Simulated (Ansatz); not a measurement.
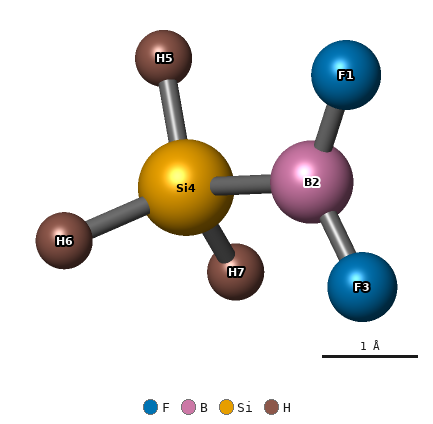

The structure as given in the input (ball-and-stick view, seen at a tilt; atoms are numbered from 1 in the order of the input). Bond lengths as drawn: B–F 1.32 Å, B–Si 2.03 Å and H–Si 1.48 to 1.49 Å.

## Molecular dynamics, with input and output: BSiH3F2

BSiH3F2, SMILES FB(F)[SiH3], set up with RKS r2SCAN, rpa/def2-SVP (Ansatz 0.2.0).

The geometry comes from this level: PBE0-D4/def2-TZVP.

Input:
```yaml
crystal:
  periodic: [false, false, false]
  atoms:
    - {symbol: F, position_ang: [1.870547, -0.649796, 0.966167]}
    - {symbol: B, position_ang: [0.619315, -0.824626, 0.587099]}
    - {symbol: F, position_ang: [0.059884, -1.969545, 0.930821]}
    - {symbol: Si, position_ang: [-0.418448, 0.585919, -0.449207]}
    - {symbol: H, position_ang: [0.487371, 1.645908, -0.958565]}
    - {symbol: H, position_ang: [-1.423165, 1.196174, 0.462639]}
    - {symbol: H, position_ang: [-1.134205, -0.052034, -1.584555]}
basis:
  gaussian: {orbitals: def2-SVP}
hamiltonian: {xc: {name: r2SCAN}}
correlation: {method: rpa}
md: {timestep: 1 fs, n_steps: 20, ensemble: nvt_langevin, temperature: 500, initial_velocities: maxwell_boltzmann, friction: 0.01, seed: 491}
```

Launch command:
```bash
ansatz run in.yaml --threads 4 --pin off --events-out ev --progress --plain --max-ram 10444MiB
```

What the program printed:
```
Error: forces are implemented only for Hartree–Fock and Kohn–Sham states of molecules, for MP2, coupled cluster and FCI on these and for active spaces without a correction or with SC-NEVPT2: ask for no forces
```

Outcome:

| quantity | value |
| --- | --- |
| outcome | refused by the program |
| hardware | 4 threads of Arm Neoverse N1, 77 GiB of memory available, shared host |

Diagnosis:

The program refused the input: “forces are implemented only for Hartree–Fock and Kohn–Sham states of molecules, for MP2, coupled cluster and FCI on these and for active spaces without a correction or with SC-NEVPT2: ask for no forces”
